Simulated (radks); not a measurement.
# Xe: atomic calculation

- system: atomic xenon (Xe) in the configuration [Kr] 4d10 5s2 5p6.
- method: non-relativistic Kohn-Sham, exchange-only LDA, spin-polarised, spherical densities, point nucleus (the in-house radial solver radks)

Results in brief:

```tsv
quantity	value
outcome	converged
total energy	−7223.6572 hartree
kinetic energy	7223.6572 hartree
electron–nucleus energy	−17155.6091 hartree
Hartree energy	2878.7409 hartree
exchange–correlation energy	−170.446253 hartree
radius at density 0.001 e/bohr³	4.48 bohr
SCF iterations	13
hardware	1 CPU thread, shared host
```

Remarks:

Relativity is left out, which matters for an atom this heavy.

The input:
```
Z 54
configuration [Xe]
relativity non-relativistic
functional lda,
spin polarised
nucleus point
```

Energies in input and log are in hartree, lengths in bohr.

The program's output:
```
1s      1   1.0000       -1208.58628618
2s      1   1.0000        -183.24633092
2p      1   3.0000        -172.51654306
3s      1   1.0000         -37.34639309
3p      1   3.0000         -32.79748357
3d      1   5.0000         -24.30776496
4s      1   1.0000          -6.61933083
4p      1   3.0000          -5.00527765
4d      1   5.0000          -2.22966826
5s      1   1.0000          -0.62535247
5p      1   3.0000          -0.26568995
1s      2   1.0000       -1208.58628618
2s      2   1.0000        -183.24633092
2p      2   3.0000        -172.51654306
3s      2   1.0000         -37.34639309
3p      2   3.0000         -32.79748357
3d      2   5.0000         -24.30776496
4s      2   1.0000          -6.61933083
4p      2   3.0000          -5.00527765
4d      2   5.0000          -2.22966826
5s      2   1.0000          -0.62535247
5p      2   3.0000          -0.26568995
Etot -7223.657213266375
Ekin 7223.657212829748
Encl -17155.609118930624
Eh 2878.7409460847707
Exc -170.44625325026982
err 7.364878936671051e-09
it 13
```

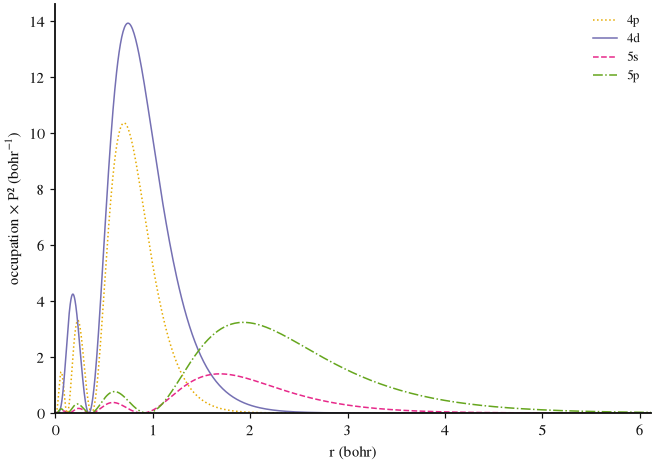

**Figure 1.** The radial probability densities P² of 4p, 4d, 5s and 5p, each times its occupation. 4p: outer maximum at 0.705 bohr, ⟨r⟩ = 0.778 bohr, 2 nodes, eigenvalue −136.2 eV; 4d: outer maximum at 0.746 bohr, ⟨r⟩ = 0.873 bohr, 1 node, eigenvalue −60.7 eV; 5s: outer maximum at 1.69 bohr, ⟨r⟩ = 1.94 bohr, 4 nodes, eigenvalue −17.0 eV; 5p: outer maximum at 1.93 bohr, ⟨r⟩ = 2.35 bohr, 3 nodes, eigenvalue −7.23 eV. The innermost lobes are too small to be seen at this scale.

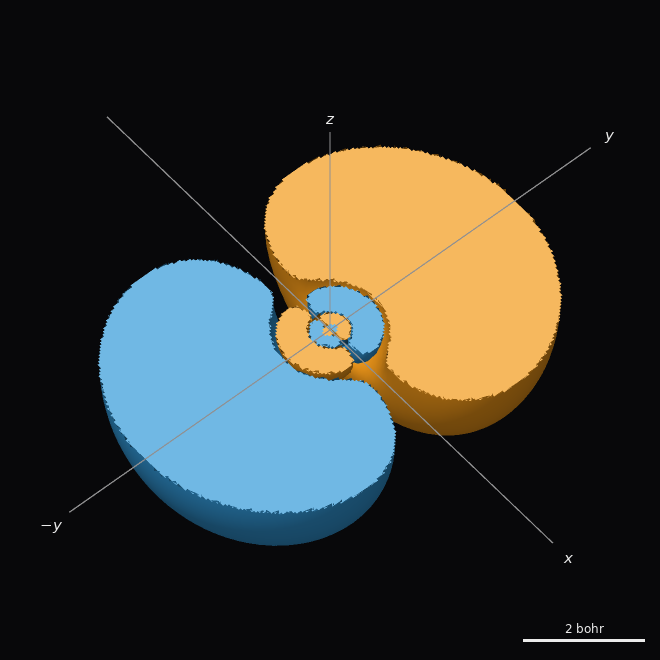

**Figure 2.** The 5p(y) orbital. The surface of constant |ψ| that holds about 90 % of the electron is drawn, orange where ψ is positive and blue where it is negative, with the half in front of the xy plane cut away and the cut face painted. The radial function comes from the spherical calculation and is multiplied by a real spherical harmonic; the overall sign is chosen so that the largest lobe of P(r) is positive. It has the nodal plane xz and 3 radial nodes, at r = 0.120, 0.359 and 0.940 bohr; only the outer 2 can be made out at this scale. The outermost maximum of P² lies at 1.93 bohr, ⟨r⟩ = 2.35 bohr, 90 % of the charge lies within 3.55 bohr, and the eigenvalue is −7.23 eV, with 6 electrons in the shell.
